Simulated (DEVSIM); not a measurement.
Device: abrupt Si n-p junction, at 300 K.

| layer (left to right) | material | thickness (μm) | Nd (cm⁻³) | Na (cm⁻³) | τn (s) | τp (s) |
|---|---|---|---|---|---|---|
| 1 | Si | 4.70 | 4.3e17 | - | 3.5e-5 | 3.5e-5 |
| 2 | Si | 1.30 | - | 7.7e14 | 3.5e-5 | 3.5e-5 |

Left contact: ohmic. Right contact: ohmic. Voltage is applied to the left contact. Recombination: SRH at mid-gap. Mobility is μmin + (μ − μmin)/(1 + (N/Nref)^α).

Constants are typed, rounded textbook-type inputs, not results; the design itself was drawn at random and stands for no fabricated device. Values at 300 K.

```csv
parameter,Si
gap (eV),1.124
affinity (eV),4.05
permittivity,11.7
Nc (cm⁻³),2.86e19
Nv (cm⁻³),3.1e19
μn (cm²/Vs),1417
μp (cm²/Vs),470
"μn,min",52
"μp,min",45
"Nref,n",9.7e16
"Nref,p",2.2e17
αn,0.68
αp,0.72
```

DEVSIM, 1D drift-diffusion, Boltzmann statistics, complete ionisation; no tunnelling, impact ionisation, image-force lowering or self-heating.

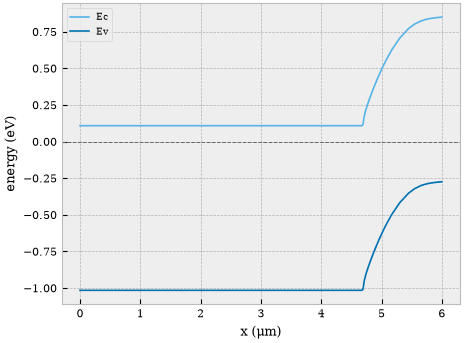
Figure. Band edges at zero bias

Energies count from the Fermi level of the right contact; mesh points crowd at the junctions.

| x (μm) | Ec (eV) | Ev (eV) | n (cm⁻³) | p (cm⁻³) | field (V/cm) |
|---|---|---|---|---|---|
| 0.000 | 0.109 | -1.016 | 4.3e17 | 270 | ≈ 0 |
| 0.02395 | 0.109 | -1.016 | 4.3e17 | 270 | ≈ 0 |
| 0.07154 | 0.109 | -1.016 | 4.3e17 | 270 | ≈ 0 |
| 0.1740 | 0.109 | -1.016 | 4.3e17 | 270 | ≈ 0 |
| 0.4777 | 0.109 | -1.016 | 4.3e17 | 270 | ≈ 0 |
| 0.9732 | 0.109 | -1.016 | 4.3e17 | 270 | ≈ 0 |
| 1.958 | 0.109 | -1.016 | 4.3e17 | 270 | ≈ 0 |
| 3.577 | 0.109 | -1.016 | 4.3e17 | 270 | ≈ 0 |
| 4.147 | 0.109 | -1.016 | 4.3e17 | 270 | ≈ 0 |
| 4.434 | 0.109 | -1.016 | 4.3e17 | 270 | ≈ 0 |
| 4.584 | 0.109 | -1.016 | 4.3e17 | 270 | ≈ 0 |
| 4.669 | 0.109 | -1.015 | 4.3e17 | 270 | 370 |
| 4.696 | 0.125 | -0.999 | 2.3e17 | 520 | 24000 |
| 4.717 | 0.179 | -0.945 | 2.8e16 | 4200 | 19000 |
| 4.778 | 0.265 | -0.859 | 1.0e15 | 110000 | 12000 |
| 4.875 | 0.372 | -0.752 | 1.6e13 | 7300000 | 10000 |
| 5.065 | 0.548 | -0.576 | 1.8e10 | 6.6e9 | 8100 |
| 5.448 | 0.772 | -0.352 | 3100000 | 3.8e13 | 3600 |
| 5.791 | 0.839 | -0.285 | 230000 | 5.1e14 | 780 |
| 5.905 | 0.846 | -0.278 | 180000 | 6.6e14 | 460 |
| 5.963 | 0.848 | -0.276 | 160000 | 7.3e14 | 400 |
| 6.000 | 0.850 | -0.274 | 150000 | 7.7e14 | 380 |
